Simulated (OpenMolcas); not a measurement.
# C2HCl2Si (SMILES C#C[Si](Cl)Cl), step by step

We compute a single-point energy (ROHF/ANO-RCC-MB), then a single-point energy (CASSCF(3,3)/ANO-RCC-VDZP), then the energy along one coordinate (CASPT2(3,3)/ANO-RCC-VDZP), then the energy along one coordinate (SC-NEVPT2(3,3)/ANO-RCC-VDZP), then an energy scan (MC-PDFT[tPBE](3,3)/ANO-RCC-VDZP) of C2HCl2Si. 

The calculation is run with OpenMolcas 26.06.

### 1 Starting point

C2HCl2Si: 6 atoms, total charge 0, spin state doublet. As SMILES, `C#C[Si](Cl)Cl`. Geometry: relaxed at PBE0-D4/def2-TZVP.

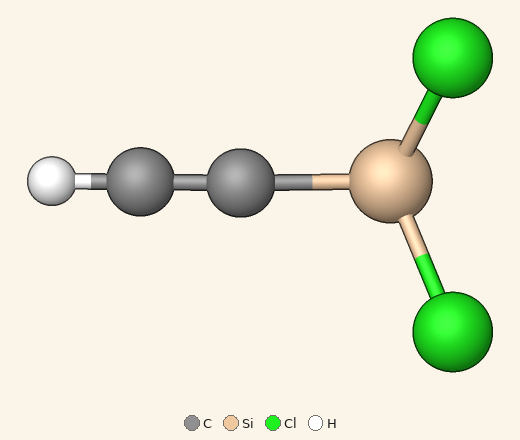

The structure, seen from a chosen angle (carbon grey, silicon light orange, chlorine green, hydrogen white).

### 2 The energy at ROHF/ANO-RCC-MB (DKH2) (run 1)

File input.xyz:

```xyz
6

C      1.324500     0.483500     1.111500
C      0.521500     0.095400     0.297200
Si    -0.504400    -0.583800    -1.021800
Cl    -1.914000    -1.830600    -0.226100
Cl    -1.406000     0.937000    -2.046300
H      2.020400     0.834500     1.839400
```

File step1.input:

```
* C2HCl2Si Hartree-Fock
&GATEWAY
Coord=input.xyz
Basis=ANO-RCC-MB
Group=NoSym
&SEWARD
&SCF
UHF
Spin=2
PrOrbitals=0
&RASSCF
FileOrb=$Project.UnaOrb
Spin=2
Nactel=1 0 0
Inactive=30
Ras2=1
OutOrbitals=Canonical
OrbListing=Nothing
```

Command:

```bash
$ export MOLCAS_MEM=1860
$ pymolcas step1.input > step1.log
```

Log:

```text
--- Start Module: gateway ---
[...]
--- Stop Module: gateway /rc=_RC_ALL_IS_WELL_ ---
[...]
      Basis functions           38
[...]
--- Start Module: scf ---
[...]
       Convergence after  19 Iterations
[...]
::    Total SCF energy                              -1287.4940570572
[...]
      Total spin, S                                     0.5479339767
[...]
--- Stop Module: scf /rc=_RC_ALL_IS_WELL_ ---
--- Start Module: rasscf ---
[...]
      Number of active orbitals                  1
[...]
      Spin quantum number                      0.5
[...]
      Active orbitals                            1
[...]
      Number of CSFs                             1
[...]
      Number of root(s) required                 1
[...]
      Convergence after 11 iterations
[...]
      printout of CI-coefficients larger than  0.05 for root  1
      energy=   -1287.491982
      conf/sym  1     Coeff  Weight
             1  u   1.00000 1.00000
      Natural orbitals and occupation numbers for root  1
      sym 1:   1.000000
      ************************************************************************************************************************
      *                                                    Final results                                                     *
[...]
::    RASSCF root number  1 Total energy:  -1287.49198218
[...]
      Total electronic charge=   61.000000
      Total            charge=   -0.000000
[...]
      Dipole Moment (debye):
      Origin of the operator (angstrom)=   -0.8625   -0.3237   -0.7264
                   X=  2.7413E+00               Y= -2.1058E-01               Z=  4.4594E-01           Total=  2.7853E+00
      Quadrupole Moment (debye*angstrom):
[...]
--- Stop Module: rasscf /rc=_RC_ALL_IS_WELL_ ---
[...]
```

Wall time 3.3 s (1 thread of Intel Xeon 6975P-C (Granite Rapids), shared host); peak memory 0.38 GiB.

### 3 A single-point energy at CASSCF(3,3)/ANO-RCC-VDZP (DKH2, RICD fitting) (run 2)

input.xyz is that of step 2.

File step2.inp:

```
>>> EXPORT MOLCAS_PRINT=2

&GATEWAY
  Coord
  input.xyz
  Basis
  ANO-RCC-MB
  Group
  NoSym

&SEWARD

&RASSCF
  FileOrb
  $CurrDir/step1.RasOrb
  Alter
  2
  1 22 30
  1 32 37
  Spin
  2
  Nactel
  3 0 0
  Inactive
  29
  Ras2
  3
  OrbListing
  Nothing
>>> COPY $Project.RunFile RUNFIL1
>>> COPY $Project.RasOrb INPORB

&GATEWAY
  Coord
  input.xyz
  Basis
  ANO-RCC-VDZP
  Group
  NoSym
  RICD

&SEWARD
>>> COPY $Project.RunFile RUNFIL2

&EXPBAS

&RASSCF
  FileOrb
  $Project.ExpOrb
  Spin
  2
  Nactel
  3 0 0
  Inactive
  29
  Ras2
  3
  OrbListing
  Nothing
  OrbAppear
  Compact
```

Command:

```bash
$ export MOLCAS_MEM=1860
$ pymolcas step2.inp > step2.log
```

Log:

```text
--- Start Module: gateway ---
[...]
--- Stop Module: gateway /rc=_RC_ALL_IS_WELL_ ---
[...]
      Basis functions           38
[...]
      Number of active orbitals                  3
[...]
      Spin quantum number                      0.5
[...]
      Active orbitals                            3
[...]
      Number of CSFs                             8
[...]
      Number of root(s) required                 1
[...]
      Convergence after 11 iterations
[...]
      printout of CI-coefficients larger than  0.05 for root  1
      energy=   -1287.504590
      conf/sym  111     Coeff  Weight
             1  2u0   0.99637 0.99275
             8  0u2   0.08507 0.00724
      Natural orbitals and occupation numbers for root  1
      sym 1:   1.985515   0.999998   0.014487
      ************************************************************************************************************************
      *                                                    Final results                                                     *
[...]
::    RASSCF root number  1 Total energy:  -1287.50458968
[...]
      Basis functions           87
[...]
--- Start Module: expbas ---
[...]
--- Stop Module: expbas /rc=_RC_ALL_IS_WELL_ ---
--- Start Module: rasscf ---
[...]
      Convergence after 17 iterations
[...]
      Natural orbitals and occupation numbers for root  1
      sym 1:   1.985196   0.999998   0.014806
      ************************************************************************************************************************
      *                                                    Final results                                                     *
[...]
::    RASSCF root number  1 Total energy:  -1287.80051285
[...]
      Total electronic charge=   61.000000
      Total            charge=   -0.000000
[...]
      Dipole Moment (debye):
      Origin of the operator (angstrom)=   -0.8625   -0.3237   -0.7264
                   X=  2.0665E+00               Y=  2.5048E-01               Z=  9.5946E-01           Total=  2.2921E+00
      Quadrupole Moment (debye*angstrom):
[...]
--- Stop Module: rasscf /rc=_RC_ALL_IS_WELL_ ---
[...]
```

It took 7.8 s on 1 thread of Intel Xeon 6975P-C (Granite Rapids), shared host; peak memory 0.38 GiB.

### 4 The energy along one coordinate at CASPT2(3,3)/ANO-RCC-VDZP (DKH2, RICD fitting, ipea shift 0.25 Eh, pt2 variant SS) (run 3)

File step3.input:

```
* C2HCl2Si CASPT2
>>> COPY $CurrDir/step2.RasOrb $Project.RasOrb
>>> ForEach K in (1, 2, 3, 4, 5, 6, 7, 8, 9)

&GATEWAY
 Coord = $CurrDir/point$K.xyz
 Basis = ANO-RCC-VDZP
 Group = NoSym
 RICD

&SEWARD

&RASSCF
 FileOrb = $Project.RasOrb
 Spin = 2
 Nactel = 3 0 0
 Inactive = 29
 Ras2 = 3
 OrbListing = Nothing
 OrbAppear = Compact

&CASPT2
 Imaginary = 0.2
 Frozen = 17
>>> EndDo
```

Command:

```bash
$ export MOLCAS_MEM=1860
$ pymolcas step3.input > step3.log
```

Log:

```text
[...]
      Basis functions           87
[...]
      Number of active orbitals                  3
[...]
      Spin quantum number                      0.5
[...]
      Active orbitals                            3
[...]
      Number of CSFs                             8
[...]
      Number of root(s) required                 1
[...]
      Convergence after 12 iterations
[...]
      printout of CI-coefficients larger than  0.05 for root  1
      energy=   -1287.788913
      conf/sym  111     Coeff  Weight
             1  2u0   0.99746 0.99492
             8  0u2   0.07123 0.00507
      Natural orbitals and occupation numbers for root  1
      sym 1:   1.989850   0.999999   0.010152
      ************************************************************************************************************************
      *                                                    Final results                                                     *
[...]
::    RASSCF root number  1 Total energy:  -1287.78891339
[...]
      E2 (Variational):          -0.5988646896
[...]
::    CASPT2 Root  1     Total energy:  -1288.38777808
[...]
      Convergence after 14 iterations
[...]
      Natural orbitals and occupation numbers for root  1
      sym 1:   1.985219   0.999998   0.014783
      ************************************************************************************************************************
      *                                                    Final results                                                     *
[...]
      Convergence after 10 iterations
[...]
      Natural orbitals and occupation numbers for root  1
      sym 1:   1.864336   0.999986   0.135678
      ************************************************************************************************************************
      *                                                    Final results                                                     *
[...]
      Convergence after 12 iterations
[...]
      Natural orbitals and occupation numbers for root  1
      sym 1:   1.721658   0.999989   0.278353
      ************************************************************************************************************************
      *                                                    Final results                                                     *
[...]
      Convergence after 13 iterations
[...]
::    RASSCF root number  1 Total energy:  -1287.60989696
[...]
::    CASPT2 Root  1     Total energy:  -1288.19994711
[...]
      Convergence after 13 iterations
[...]
::    RASSCF root number  1 Total energy:  -1287.59917622
[...]
      E2 (Variational):          -0.5872018881
[...]
::    CASPT2 Root  1     Total energy:  -1288.18637811
[...]
```

Wall time 56 s (1 thread of Intel Xeon 6975P-C (Granite Rapids), shared host); peak memory 0.084 GiB.

The scan, from its lowest point:

| H6–C1 (Å) | energy (kJ/mol) |
| --- | --- |
| 0.960 | 29.0 |
| 1.066 | 0.0 |
| 1.173 | 16.4 |
| 1.333 | 82.3 |
| 1.546 | 194.3 |
| 1.813 | 325.4 |
| 2.133 | 440.6 |
| 2.559 | 522.2 |
| 3.199 | 557.8 |

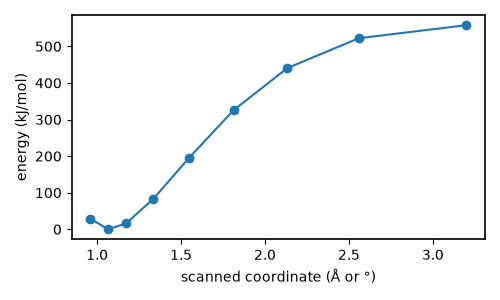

Energy along the scan.

### 5 An energy scan at SC-NEVPT2(3,3)/ANO-RCC-VDZP (DKH2, RICD fitting, pt2 variant SC-NEVPT2) (run 4)

File step4.input:

```
>>> COPY $CurrDir/step2.RasOrb $Project.RasOrb
>>> ForEach K in (1, 2, 3, 4, 5, 6, 7, 8, 9)
&gateway
coord=$CurrDir/point$K.xyz
basis=ANO-RCC-VDZP
group=NoSym
ricd
&seward
&rasscf
fileorb=$Project.RasOrb
spin=2
nactel=3 0 0
inactive=29
ras2=3
orblisting=Nothing
orbappear=Compact
&caspt2
sc-nevpt2
frozen=17
>>> EndDo
```

Command:

```bash
$ export MOLCAS_MEM=1860
$ pymolcas step4.input > step4.log
```

Log:

```text
[...]
      Basis functions           87
[...]
      Number of active orbitals                  3
[...]
      Spin quantum number                      0.5
[...]
      Active orbitals                            3
[...]
      Number of CSFs                             8
[...]
      Number of root(s) required                 1
[...]
      Convergence after 12 iterations
[...]
      printout of CI-coefficients larger than  0.05 for root  1
      energy=   -1287.788913
      conf/sym  111     Coeff  Weight
             1  2u0   0.99746 0.99492
             8  0u2   0.07123 0.00507
      Natural orbitals and occupation numbers for root  1
      sym 1:   1.989850   0.999999   0.010152
      ************************************************************************************************************************
      *                                                    Final results                                                     *
[...]
::    RASSCF root number  1 Total energy:  -1287.78891339
[...]
      E2 (Variational):          -0.5930269730
[...]
::    SC-NEVPT2 Root  1     Total energy:  -1288.38144108
[...]
      Convergence after 14 iterations
[...]
      Natural orbitals and occupation numbers for root  1
      sym 1:   1.985219   0.999998   0.014783
      ************************************************************************************************************************
      *                                                    Final results                                                     *
[...]
      Convergence after 10 iterations
[...]
      Natural orbitals and occupation numbers for root  1
      sym 1:   1.864336   0.999986   0.135678
      ************************************************************************************************************************
      *                                                    Final results                                                     *
[...]
      Convergence after 12 iterations
[...]
      Natural orbitals and occupation numbers for root  1
      sym 1:   1.721658   0.999989   0.278353
      ************************************************************************************************************************
      *                                                    Final results                                                     *
[...]
      Convergence after 13 iterations
[...]
::    RASSCF root number  1 Total energy:  -1287.60989696
[...]
::    SC-NEVPT2 Root  1     Total energy:  -1288.19379070
[...]
      Convergence after 13 iterations
[...]
::    RASSCF root number  1 Total energy:  -1287.59917622
[...]
      Reference weight:           0.79113
[...]
::    SC-NEVPT2 Root  1     Total energy:  -1288.18085123
[...]
```

Run time: 56 s. Hardware: 1 thread of Intel Xeon 6975P-C (Granite Rapids), shared host; peak memory 0.084 GiB.

The scan, from its lowest point:

| H6–C1 (Å) | energy (kJ/mol) |
| --- | --- |
| 0.960 | 30.8 |
| 1.066 | 0.0 |
| 1.173 | 14.8 |
| 1.333 | 79.1 |
| 1.546 | 190.2 |
| 1.813 | 322.2 |
| 2.133 | 440.2 |
| 2.559 | 523.5 |
| 3.199 | 557.5 |

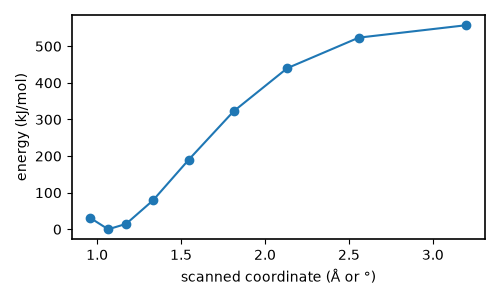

Energy along the scan.

### 6 An energy scan at MC-PDFT[tPBE](3,3)/ANO-RCC-VDZP (DKH2, RICD fitting) (run 5)

File step5.input:

```
* C2HCl2Si MC-PDFT
>>> COPY $CurrDir/step2.RasOrb $Project.RasOrb
>>> ForEach K in (1, 2, 3, 4, 5, 6, 7, 8, 9)
&GATEWAY
Coord
$CurrDir/point$K.xyz
Basis
ANO-RCC-VDZP
Group
NoSym
RICD
&SEWARD
&RASSCF
FileOrb
$Project.RasOrb
Spin
2
Nactel
3 0 0
Inactive
29
Ras2
3
OrbListing
Nothing
OrbAppear
Compact
&MCPDFT
KSDFT
T:PBE
>>> EndDo
```

Command:

```bash
$ export MOLCAS_MEM=1860
$ pymolcas step5.input > step5.log
```

Log:

```text
[...]
      Basis functions           87
[...]
      Number of active orbitals                  3
[...]
      Spin quantum number                      0.5
[...]
      Active orbitals                            3
[...]
      Number of CSFs                             8
[...]
      Number of root(s) required                 1
[...]
      Convergence after 12 iterations
[...]
      printout of CI-coefficients larger than  0.05 for root  1
      energy=   -1287.788913
      conf/sym  111     Coeff  Weight
             1  2u0   0.99746 0.99492
             8  0u2   0.07123 0.00507
      Natural orbitals and occupation numbers for root  1
      sym 1:   1.989850   0.999999   0.010152
      ************************************************************************************************************************
      *                                                    Final results                                                     *
[...]
::    RASSCF root number  1 Total energy:  -1287.78891339
[...]
::    MCPDFT root number  1 Total energy:  -1289.58278405
[...]
      Convergence after 14 iterations
[...]
      Natural orbitals and occupation numbers for root  1
      sym 1:   1.985219   0.999998   0.014783
      ************************************************************************************************************************
      *                                                    Final results                                                     *
[...]
      Convergence after 10 iterations
[...]
      Natural orbitals and occupation numbers for root  1
      sym 1:   1.864336   0.999986   0.135678
      ************************************************************************************************************************
      *                                                    Final results                                                     *
[...]
      Convergence after 12 iterations
[...]
      Natural orbitals and occupation numbers for root  1
      sym 1:   1.721658   0.999989   0.278353
      ************************************************************************************************************************
      *                                                    Final results                                                     *
[...]
      Convergence after 13 iterations
[...]
::    RASSCF root number  1 Total energy:  -1287.60989696
[...]
::    MCPDFT root number  1 Total energy:  -1289.38500188
[...]
      Convergence after 13 iterations
[...]
::    RASSCF root number  1 Total energy:  -1287.59917622
[...]
      Total electronic charge=   61.000000
      Total            charge=   -0.000000
[...]
::    MCPDFT root number  1 Total energy:  -1289.36929383
[...]
```

It took 64 s on 1 thread of Intel Xeon 6975P-C (Granite Rapids), shared host; peak memory 0.084 GiB.

The scan, from its lowest point:

| H6–C1 (Å) | energy (kJ/mol) |
| --- | --- |
| 0.960 | 29.7 |
| 1.066 | 0.0 |
| 1.173 | 15.5 |
| 1.333 | 80.3 |
| 1.546 | 192.7 |
| 1.813 | 327.9 |
| 2.133 | 453.5 |
| 2.559 | 549.0 |
| 3.199 | 590.3 |

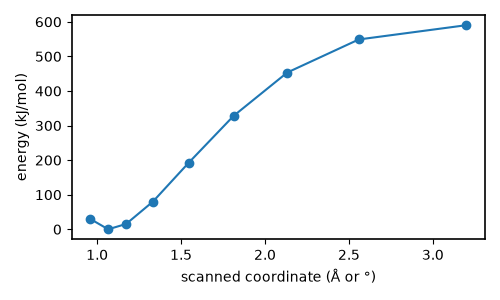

Energy along the scan.

### 7 Results

```
                                                         quantity           value
                             run 1, ROHF/ANO-RCC-MB: total energy  -1287.49198 Eh
                            run 1, ROHF/ANO-RCC-MB: dipole moment          2.79 D
                    run 2, CASSCF(3,3)/ANO-RCC-VDZP: total energy  -1287.80051 Eh
  run 2, CASSCF(3,3)/ANO-RCC-VDZP: dipole moment (CASSCF density)          2.29 D
       run 3, CASPT2(3,3)/ANO-RCC-VDZP: lowest energy of the scan  -1288.39884 Eh
    run 4, SC-NEVPT2(3,3)/ANO-RCC-VDZP: lowest energy of the scan  -1288.39319 Eh
run 5, MC-PDFT[tPBE](3,3)/ANO-RCC-VDZP: lowest energy of the scan  -1289.59411 Eh
```

In words: Mulliken charges (run 2, CASSCF(3,3)/ANO-RCC-VDZP) run from -0.27 on Cl5 to +0.62 on Si3.
